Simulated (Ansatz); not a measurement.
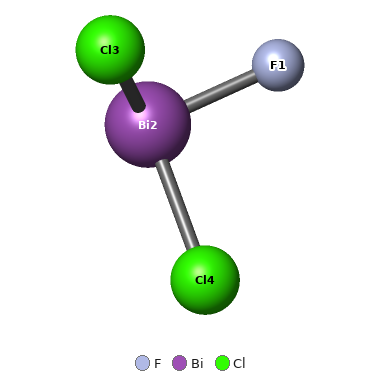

The system is BiCl₂F (SMILES [F][Bi]([Cl])[Cl]) with the probe Cl-; the picture shows it without the atoms that are moved over the map. The probe is moved over the plane through the molecule's long axis and the normal of its main plane. First axis: x of the probe's Cl atom. Second axis: z of the probe's Cl atom. Nothing is relaxed (molecule and probe rigid). Grid: 17 × 15 points; 105 points were computed and 96 follow by symmetry. At 54 points there is no value (left out of the scan, as a rule where atoms come close). Points are written as (first, second). Energies: kcal/mol, counted from molecule and probe far apart, each relaxed in its own basis (no counterpoise correction). Energies and slopes of some neighbouring points disagree (a jump in structure or state, or too coarse a mesh). Level of theory: RHF/def2-SVPD in Ansatz.

Range: x of the probe's Cl atom from −4.8 to 4.8 Å; z of the probe's Cl atom from −4.2 to 4.2 Å.

What landscape does the calculation give?

The lowest grid point is at (−1.2 Å, −3.6 Å) [nearest 1 Bi at 3.00 Å], −35 kcal/mol from molecule and probe far apart, each relaxed in its own basis (no counterpoise correction). The same energy is found at (1.2 Å, −3.6 Å) [nearest 1 Bi at 3.00 Å]. The highest grid point, (−0.6 Å, 1.2 Å) [nearest 1 Cl at 1.86 Å], lies 343 kcal/mol above the lowest.

| z of the probe's Cl atom ↓, x of the probe's Cl atom → | −4.8 | −3.6 | −2.4 | −1.2 | 0.0 | 1.2 | 2.4 | 3.6 | 4.8 |
| --- | --- | --- | --- | --- | --- | --- | --- | --- | --- |
| 4.2 | 4 | 5 | 6 | 7 | 7 | 7 | 6 | 5 | 4 |
| 3.6 | 4 | 5 | 8 | 9 | 9 | 9 | 8 | 5 | 4 |
| 3.0 | 3 | 6 | 14 | 16 | 13 | 16 | 14 | 6 | 3 |
| 2.4 | 3 | 11 | 45 | 50 | 28 | 50 | 45 | 11 | 3 |
| 1.8 | 3 | 28 | 149 | 174 | 81 | 174 | 149 | 28 | 3 |
| 1.2 | 4 | 64 | – | – | 241 | – | – | 64 | 4 |
| 0.6 | 4 | 105 | – | – | – | – | – | 105 | 4 |
| 0.0 | 4 | 118 | – | – | – | – | – | 118 | 4 |
| −0.6 | 1 | 84 | – | – | – | – | – | 84 | 1 |
| −1.2 | −2 | 30 | 219 | – | – | – | 219 | 30 | −2 |
| −1.8 | −5 | −1 | 37 | – | – | – | 37 | −1 | −5 |
| −2.4 | −6 | −12 | −20 | – | – | – | −20 | −12 | −6 |
| −3.0 | −7 | −15 | −29 | −19 | 41 | −19 | −29 | −15 | −7 |
| −3.6 | −7 | −14 | −26 | −35 | −32 | −35 | −26 | −14 | −7 |
| −4.2 | −7 | −13 | −21 | −30 | −33 | −30 | −21 | −13 | −7 |

The table holds every second grid line.

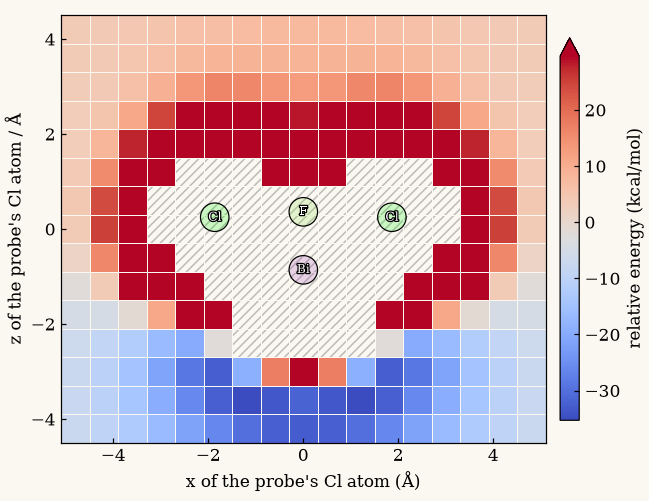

Drawn: one coloured cell a grid point, labelled circles for the molecule's atoms, projected on the plane, one colour for all values above the top of the scale, hatched blanks where no value was computed.

Each point was launched as `ansatz run input.yaml --threads 1 --pin off --max-ram 2560MiB --backend cpu --events-out ev --progress --plain --runs-dir out`. Time for the 105 points that were run: 22 min on 1 thread of Arm Neoverse N1, with other jobs on the host.
